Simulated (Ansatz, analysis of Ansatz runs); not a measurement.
# Migration in Li5AuO4 (C2/m): V_Li hop (2.7 Å), charge −1, part 4 of 5

Aim: the barrier of one jump in Li5AuO4 (C2/m) at charge −1: V_Li hop (2.7 Å). The model is a cell of 80 host atoms with 1 Li taken out; Li is the atom that moves.

Ansatz 0.2.0; plane-wave PAW DFT, PBEsol; nudged elastic band between two relaxed defect structures at fixed charge in a uniform background.

So far: The structure; Relaxation of the start point, charge −1; Relaxation of the end point, charge −1; Nudged elastic band, charge −1.

**4. Nudged elastic band, charge −1 (continued)**

Images along the path:

| image | path (Å) | energy (eV) | Li68: x, y, z (Å) |
| --- | --- | --- | --- |
| 0 | 0.000 | 0.0000 | 3.664, 0.079, 4.570 |
| 1 | 0.392 | 0.1291 | 3.646, 0.370, 4.586 |
| 2 | 0.784 | 0.4617 | 3.626, 0.713, 4.603 |
| 3 | 1.176 | 0.8231 | 3.609, 1.079, 4.617 |
| 4 | 1.568 | 0.9758 | 3.595, 1.458, 4.630 |
| 5 | 2.086 | 0.7626 | 3.623, 1.954, 4.608 |
| 6 | 2.604 | 0.5696 | 3.665, 2.424, 4.571 |

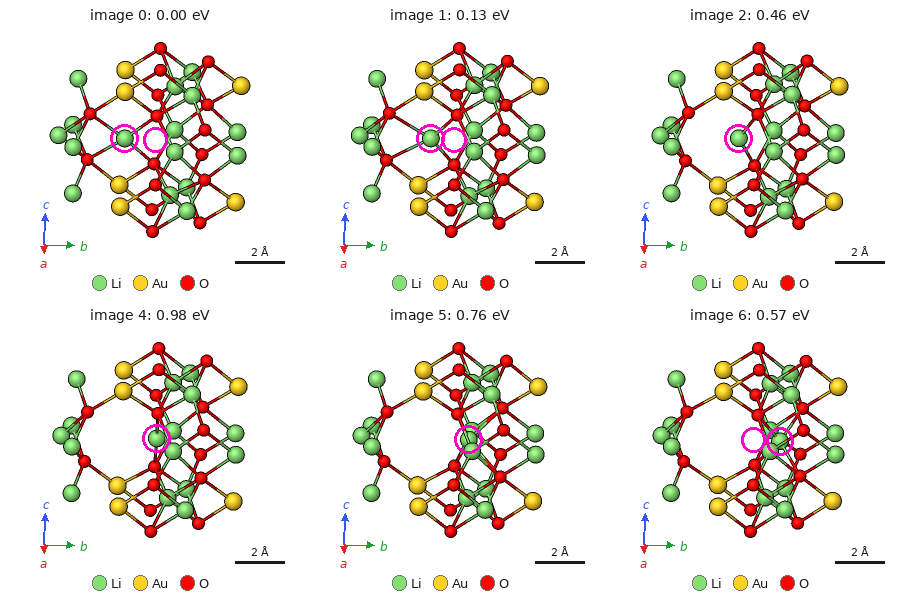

Images along the path; Li68 is ringed. A ring with no atom in it marks the middle of the ideal hop.

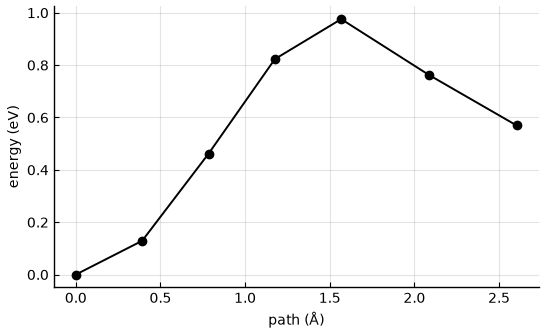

Energy along the path.

This step gave:

```yaml
free_energy: -129954.4628 eV
barrier_forward: 0.9758 eV
barrier_backward: 0.4062 eV
end_less_start: 0.5696 eV
hop_length: 2.345 Å
```

Track of the atom that was set to move:

| image | x (Å) | y (Å) | z (Å) | nearest neighbour | distance (Å) |
| --- | --- | --- | --- | --- | --- |
| 0 | 3.664 | 0.079 | 4.57 | O | 1.967 |
| 1 | 3.646 | 0.37 | 4.586 | O | 1.877 |
| 2 | 3.626 | 0.713 | 4.603 | O | 1.789 |
| 3 | 3.609 | 1.079 | 4.617 | O | 1.728 |
| 4 | 3.595 | 1.458 | 4.63 | O | 1.709 |
| 5 | 3.623 | 1.954 | 4.608 | O | 1.753 |
| 6 | 3.665 | 2.424 | 4.571 | O | 1.881 |

The band met its tolerance of 0.04 eV/Å after 5 iterations, with image 4 on top (the start counts as 0). Li68, which moves farthest between the ends, has 4 O at 1.97 to 2.10 Å nearest at the start and 2 O at 1.71 Å at the top.

**5. Single point at the start point, PBEsol, denser k-mesh**

Three single points on a mesh of more k-points (start, top, end) test the sampling. The start is shown; top and end are run alike.

This step: plane-wave PAW DFT, PBEsol; single point of a defect supercell on a structure of the PBEsol path.

File qm1.start.mesh/input.yaml:

```yaml
crystal:
  lattice:
    - [9.40268524, 0.0, -0.02548652]
    - [0.0, 9.40405317, 0.0]
    - [-2.07562506, 0.0, 9.16358709]
  atoms:
    - { symbol: Li, position: [-8.647e-05, 0.7903751, 0.24960294] }
    - { symbol: Li, position: [0.25494692, 0.2903354, 0.25307695] }
[... 13 atom lines left out ...]
    - { symbol: O, position: [0.37102102, 0.85066135, 0.37540618] }
[... 3 atom lines left out ...]
    - { symbol: O, position: [0.37082523, 0.14194957, 0.37093807] }
[... 5 atom lines left out ...]
    - { symbol: Li, position: [0.26781404, 0.22557868, 0.50388803] }
[... 7 atom lines left out ...]
    - { symbol: O, position: [0.36314421, 0.36247406, 0.63818188] }
[... 12 atom lines left out ...]
    - { symbol: Li, position: [0.50530864, 0.21665945, 0.26392192] }
[... 7 atom lines left out ...]
    - { symbol: O, position: [0.63709766, 0.36243331, 0.36205708] }
[... 9 atom lines left out ...]
    - { symbol: Li, position: [0.73236412, 0.22563752, 0.49636912] }
    - { symbol: Li, position: [0.49490478, 0.21652467, 0.73633809] }
[... 1 atom line left out ...]
    - { symbol: Li, position: [0.50007951, 0.00842276, 0.50013872] }
[... 3 atom lines left out ...]
    - { symbol: O, position: [0.62923948, 0.85058891, 0.62508008] }
[... 3 atom lines left out ...]
    - { symbol: O, position: [0.62952343, 0.14182925, 0.62939107] }
[... 2 atom lines left out ...]
    - { symbol: O, position: [0.87175419, 0.14512056, 0.87602451] }
total_charge: -1
basis:
  ecutwfc: 420
  xc_grid: 2
hamiltonian:
  xc: pbesol
kpoints:
  mp_grid: { grid: [2, 2, 2], shift: [0.5, 0.5, 0.5] }
scf:
  occupations: { method: fixed }
  max_iter: 100
output:
  forces: true
  eigenvalues: true
checkpoint:
  write: "../qm1.start.mesh.run"
  compress: false
  write_wavefunctions: false
  write_every: 100000
```

On the command line:

```sh
$ ansatz run input.yaml --threads 4 --pin off --max-ram 14131MiB --backend cpu --events-out ev --progress --plain --runs-dir out
```

Numbers of over 12 decimals in the logs are rounded to 6 here.

Output:

```text
[...]
Crystal: 79 atoms, lattice volume = 809.778 Å³
Basis set: ecut = 420 eV, 15817 PW (Γ), exchange–correlation on 128×128×128 points (8 copies of the dense FFT grid, shifted against one another)
Bands: 310, of which v1, the nominal top of the filled ones, is band 231 counted from 1 (230 counted from 0)
Symmetry: 1 space group operations
[...]
k-points: 4 of 8 (time reversal used)
[...]
SCF iter   1: F=—  HF=-129955.972930 eV  |F-HF|=—  |Δ(HF+E_count)|=         —  Δρ=1.69e-2  dr2=1.83e0  ethr=1.77e-3  ⟨swp⟩=5.0  Hψ=3872  notcnv=0  defer=293
[...]
SCF iter  10: F=-129955.450362 eV  HF=-129955.450362 eV  |F-HF|=5.46e-9  |Δ(HF+E_count)|=   1.17e-7  Δρ=2.48e-6  dr2=5.57e-8  ethr=2.16e-11  ⟨swp⟩=11.0  Hψ=4712  notcnv=0
SCF 1 converged in 10 iterations: F = -129955.450362 eV  dr2 = 5.57e-8
[...]
SCF converged after 10 iterations
Free energy (F): -129955.450362 eV
[...]
Internal energy: -129955.450362 eV  (E = F + TS)
E sigma→0 (E₀):  -129955.450362 eV
Fermi energy:    5.395993 eV
[...]
--- Forces (eV/Å), atoms counted from 1 ---
  atom   1  Li    -0.00402483     0.00053267     0.00182687
  atom   2  Li    -0.00216819    -0.00054983    -0.00343629
  [... 13 atoms left out ...]
  atom  16  O      0.00641332    -0.00952136    -0.00463709
  [... 3 atoms left out ...]
  atom  20  O      0.00032636     0.00936310    -0.00295445
  [... 5 atoms left out ...]
  atom  26  Li     0.00310003     0.00853718    -0.00095694
  [... 7 atoms left out ...]
  atom  34  O     -0.01254625    -0.02123906     0.00648545
  [... 12 atoms left out ...]
  atom  47  Li    -0.00572377    -0.00954488    -0.00089966
  [... 7 atoms left out ...]
  atom  55  O      0.01438139    -0.01642895    -0.00451554
  [... 9 atoms left out ...]
  atom  65  Li    -0.00104389     0.00561511     0.00368830
  atom  66  Li     0.00742411    -0.00638691     0.00169673
  [... 1 atom left out ...]
  atom  68  Li     0.00278714    -0.00517155     0.00253758
  [... 7 atoms left out ...]
  atom  76  O     -0.00134594     0.01219415     0.00379632
  [... 3 atoms left out ...]
  max |Σ_I F_I| component: 1.14e-4 eV/Å
--- Band table (eV) ---
[...]
[... further k-points left out ...]
```

The job ended after 49 s (4 threads of Arm Neoverse V1, shared host; peak memory 4.2 GiB; 3.2 min of CPU time).

Read from the output:

```yaml
free_energy: -129955.4504 eV
```

**6. Barrier from single points, PBEsol, denser k-mesh**

Analysis of the runs above: barrier from PBEsol single points on the PBEsol path.

It gives:

- barrier forward: 0.9749 eV
- barrier backward: 0.4090 eV
- end less start: 0.5659 eV

This gives 0.975 eV against the band's 0.976 eV (backward 0.409 against 0.406 eV). This mesh holds only the band's own point and its sign variants, so it tests the average over those and no finer sampling.

**7. Single point at the start point, LDA**

Three single points with LDA show how much the barrier depends on that choice; lattice and path are kept. The start is shown; top and end are run alike.

This step: plane-wave PAW DFT, LDA; single point of a defect supercell on a structure of the PBEsol path.

qm1.start.lda/input.yaml, as its differences from qm1.start.mesh/input.yaml of step 5:

```diff
@@ -36,5 +36,5 @@
 hamiltonian:
-  xc: pbesol
+  xc: lda
 kpoints:
-  mp_grid: { grid: [2, 2, 2], shift: [0.5, 0.5, 0.5] }
+  mp_grid: { grid: [1, 1, 1], shift: [0.25, 0.25, 0.25] }
 scf:
@@ -46,3 +46,3 @@
 checkpoint:
-  write: "../qm1.start.mesh.run"
+  write: "../qm1.start.lda.run"
   compress: false
```

Output:

```text
[...]
Crystal: 79 atoms, lattice volume = 809.778 Å³
Basis set: ecut = 420 eV, 15817 PW (Γ), exchange–correlation on 128×128×128 points (8 copies of the dense FFT grid, shifted against one another)
Bands: 310, of which v1, the nominal top of the filled ones, is band 231 counted from 1 (230 counted from 0)
Symmetry: 1 space group operations
[...]
k-points: 1
[...]
SCF iter   1: F=—  HF=-128592.812276 eV  |F-HF|=—  |Δ(HF+E_count)|=         —  Δρ=1.91e-2  dr2=2.50e0  ethr=1.77e-3  ⟨swp⟩=5.0  Hψ=969  notcnv=0  defer=74
[...]
SCF iter  10: F=-128591.919072 eV  HF=-128591.919072 eV  |F-HF|=6.55e-9  |Δ(HF+E_count)|=   5.95e-8  Δρ=1.82e-6  dr2=2.97e-8  ethr=2.16e-11  ⟨swp⟩=9.0  Hψ=1114  notcnv=0
SCF 1 converged in 10 iterations: F = -128591.919072 eV  dr2 = 2.97e-8
[...]
SCF converged after 10 iterations
Free energy (F): -128591.919072 eV
[...]
Internal energy: -128591.919072 eV  (E = F + TS)
E sigma→0 (E₀):  -128591.919072 eV
Fermi energy:    5.045438 eV
[...]
--- Forces (eV/Å), atoms counted from 1 ---
  atom   1  Li    -0.00318631    -0.06725152    -0.00051095
  atom   2  Li    -0.00012486    -0.06859962     0.00198806
  [... 13 atoms left out ...]
  atom  16  O     -0.07674233     0.03914072    -0.12309327
  [... 3 atoms left out ...]
  atom  20  O     -0.10713443    -0.10225129    -0.14328334
  [... 5 atoms left out ...]
  atom  26  Li     0.00605420     0.07219942    -0.00571204
  [... 7 atoms left out ...]
  atom  34  O      0.00330255     0.04745545     0.14686061
  [... 12 atoms left out ...]
  atom  47  Li    -0.01289959     0.05471596    -0.00131702
  [... 7 atoms left out ...]
  atom  55  O     -0.00615338     0.04962176    -0.14773960
  [... 9 atoms left out ...]
  atom  65  Li    -0.00726139     0.07039451     0.00523744
  atom  66  Li     0.01540558     0.05709915     0.00320193
  [... 1 atom left out ...]
  atom  68  Li     0.00238079     0.02497988     0.00240169
  [... 7 atoms left out ...]
  atom  76  O      0.10991244    -0.10084889     0.14870986
  [... 3 atoms left out ...]
  max |Σ_I F_I| component: 3.40e-5 eV/Å
--- Band table (eV) ---
[...]
```

Wall time 14 s (4 threads); peak memory 1.5 GiB; 54 s of CPU time.

This step gave:

* free energy: -128591.9191 eV

**8. Barrier from single points, LDA**

Analysis of the runs above: barrier from LDA single points on the PBEsol path.

It gives:

```
barrier forward  : 0.8563 eV
barrier backward : 0.3337 eV
end less start   : 0.5226 eV
```

This gives 0.856 eV against the band's 0.976 eV.

**9. Single point at the start point, r2SCAN**

Three single points with a meta-GGA, at its higher cutoff of 500 eV, show what it does to the barrier on the path found. The start is shown; top and end are run alike.

This step: plane-wave PAW DFT, r2SCAN; single point of a defect supercell on a structure of the PBEsol path.

qm1.start.r2scan/input.yaml, as its differences from qm1.start.lda/input.yaml of step 7:

```diff
@@ -33,6 +33,6 @@
 basis:
-  ecutwfc: 420
+  ecutwfc: 500
   xc_grid: 2
 hamiltonian:
-  xc: lda
+  xc: r2scan
 kpoints:
@@ -46,3 +46,3 @@
 checkpoint:
-  write: "../qm1.start.lda.run"
+  write: "../qm1.start.r2scan.run"
   compress: false
```

Output:

```text
[...]
Crystal: 79 atoms, lattice volume = 809.778 Å³
Basis set: ecut = 500 eV, 20549 PW (Γ), exchange–correlation on 144×144×144 points (8 copies of the dense FFT grid, shifted against one another)
Bands: 310, of which v1, the nominal top of the filled ones, is band 231 counted from 1 (230 counted from 0)
Symmetry: 1 space group operations
[...]
k-points: 1
[...]
SCF iter   1: F=—  HF=-131541.407364 eV  |F-HF|=—  |Δ(HF+E_count)|=         —  Δρ=6.41e-3  dr2=1.76e-1  dr2_τ=2.42e0  ethr=1.77e-3  ⟨swp⟩=5.0  Hψ=968  notcnv=0  defer=75
[...]
SCF iter  10: F=-131543.533656 eV  HF=-131543.533656 eV  |F-HF|=4.98e-9  |Δ(HF+E_count)|=   1.34e-8  Δρ=1.50e-6  dr2=1.99e-8  dr2_τ=2.56e-9  ethr=2.16e-11  ⟨swp⟩=10.0  Hψ=1065  notcnv=0
SCF 1 converged in 10 iterations: F = -131543.533656 eV  dr2 = 1.99e-8
[...]
SCF converged after 10 iterations
Free energy (F): -131543.533656 eV
[...]
Internal energy: -131543.533656 eV  (E = F + TS)
E sigma→0 (E₀):  -131543.533656 eV
Fermi energy:    5.010795 eV
[...]
--- Forces (eV/Å), atoms counted from 1 ---
  atom   1  Li    -0.00558677    -0.04192742     0.00276818
  atom   2  Li     0.00344864    -0.04058518     0.00122303
  [... 13 atoms left out ...]
  atom  16  O      0.04611212    -0.08762919     0.04131586
  [... 3 atoms left out ...]
  atom  20  O      0.04829133     0.07615683     0.04604159
  [... 5 atoms left out ...]
  atom  26  Li    -0.00686768     0.04282831    -0.00892613
  [... 7 atoms left out ...]
  atom  34  O     -0.07477018    -0.09968670    -0.03065568
  [... 12 atoms left out ...]
  atom  47  Li    -0.00495937     0.03027803    -0.00230104
  [... 7 atoms left out ...]
  atom  55  O      0.07289018    -0.09664599     0.03031375
  [... 9 atoms left out ...]
  atom  65  Li     0.00634716     0.04065883     0.00950077
  atom  66  Li     0.00751198     0.03311666     0.00380291
  [... 1 atom left out ...]
  atom  68  Li     0.00272398    -0.00295193     0.00273940
  [... 7 atoms left out ...]
  atom  76  O     -0.04613466     0.07822543    -0.04154573
  [... 3 atoms left out ...]
  max |Σ_I F_I| component: 1.97e-3 eV/Å
--- Band table (eV) ---
[...]
```

Run time: 27 s. Hardware: 4 threads; peak memory 2.1 GiB.

This step gave:

| Quantity | Value |
| --- | --- |
| free energy | -131543.5337 eV |

**10. Barrier from single points, r2SCAN**

Analysis of the runs above: barrier from r2SCAN single points on the PBEsol path.

It gives:

| Item | Value |
| --- | --- |
| barrier forward | 1.018 eV |
| barrier backward | 0.4418 eV |
| end less start | 0.5757 eV |

This gives 1.018 eV against the band's 0.976 eV.

(Part 4 of 5 ends here.)

[Logs are printed without paths, hosts, clocks, repeated set-up lines and the standing remarks that a program may print on its own settings, such as how far it seeks lower states.]

[Hosts, paths, dates, database ids (printed as entryN), source tags and the programs' standing remarks are cut or masked in the printed files.]
